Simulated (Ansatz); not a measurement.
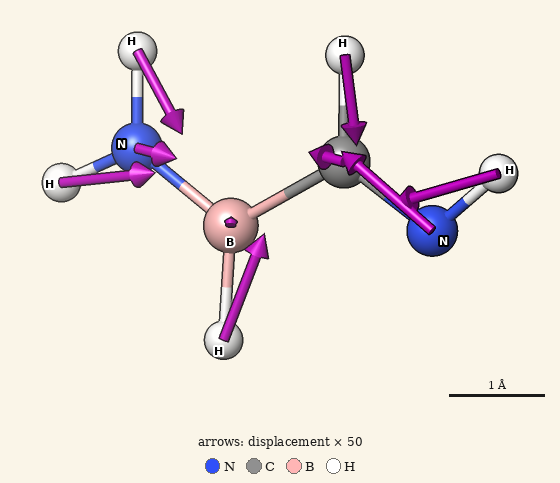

This is a relaxation of CH5BN2. The starting structure is drawn; purple arrows show the displacements, magnified 50 times. The two geometries are superimposed by the best rigid fit.

Style: ball-and-stick. Shown at a tilt.

The start comes from PBE-D4/def2-SVP.

Level of theory: RKS PBE0-D4/def2-TZVP (Ansatz 0.2.0).

The input:
```yaml
crystal:
  periodic: [false, false, false]
  atoms:
    - {symbol: N, position_ang: [0.020901, 1.284172, -1.665942]}
    - {symbol: C, position_ang: [-0.197347, 0.796266, -0.490965]}
    - {symbol: B, position_ang: [0.363187, -0.626991, -0.094150]}
    - {symbol: N, position_ang: [0.102352, -1.131039, 1.184789]}
    - {symbol: H, position_ang: [-0.419120, 2.222125, -1.751609]}
    - {symbol: H, position_ang: [-0.789566, 1.364959, 0.280524]}
    - {symbol: H, position_ang: [1.014932, -1.291916, -0.875813]}
    - {symbol: H, position_ang: [0.431703, -2.040937, 1.507751]}
    - {symbol: H, position_ang: [-0.438542, -0.622939, 1.888314]}
basis:
  gaussian: {orbitals: def2-TZVP}
hamiltonian: {xc: pbe0, dispersion: d4}
relax: {f_tol: 0.005, max_steps: 150}
```

Run as
```bash
ansatz run in.yaml --threads 2 --pin off --events-out ev --progress --plain --max-ram 4352MiB
```

What did the optimiser do to the structure, and how much energy did it gain?

Answer. Over 4 geometry steps the energy falls by 1.02 kcal/mol. Largest force component: 1.1 eV/Å at the start, 0.0026 eV/Å at the end. N1 moves most after the best rigid fit: 0.027 Å. Largest moves by element: N 0.027 Å, H 0.026 Å, C 0.010 Å, B 0.002 Å. Among the contacts that change: B3–H7 1.216 → 1.194 Å, C2–H6 1.127 → 1.106 Å, N1–C2 1.291 → 1.273 Å, N1–H5 1.040 → 1.022 Å.
